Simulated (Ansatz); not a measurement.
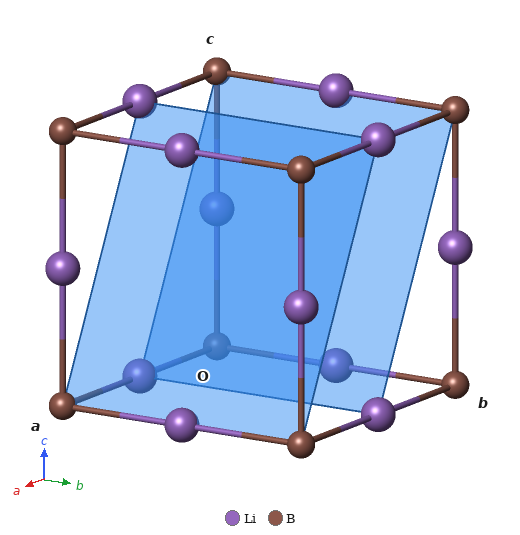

For Li3B, the end point of a relaxation with Ansatz 0.2.0, DFT PBE, scalar-relativistic, plane waves, PAW; the starting structure was generated, so it need not be a known form of this composition: every member of one family of equally spaced planes, hx + ky + lz = a whole number, that cuts the unit cell is shaded (one member passes through the origin O, touching the cell only at an edge or corner). Geometry calculated from the standardised cell; symmetry tolerance 0.002 Å.

a = 4.452 Å, b = 4.452 Å, c = 4.452 Å, α = 90.00°, β = 90.00°, γ = 90.00°.

Question: What are the Miller indices?

Answer: (2 0 1); the opposite sign names the same planes. The member next to the origin meets the axes a at 1/2, b never, c at 1.

Question: What is the spacing?

Answer: d = 1.991 Å.

Question: Which atoms of the cell lie in these planes (within 0.03 Å)?

Answer: 2 of the 3 Li, the B atom.

Question: The space group is Pm-3m, No. 221. How many reflections hkl are equivalent to this one (itself included), and does it occur?

Answer: 24 reflections are equivalent in the Laue class m-3m. The space group allows the reflection.
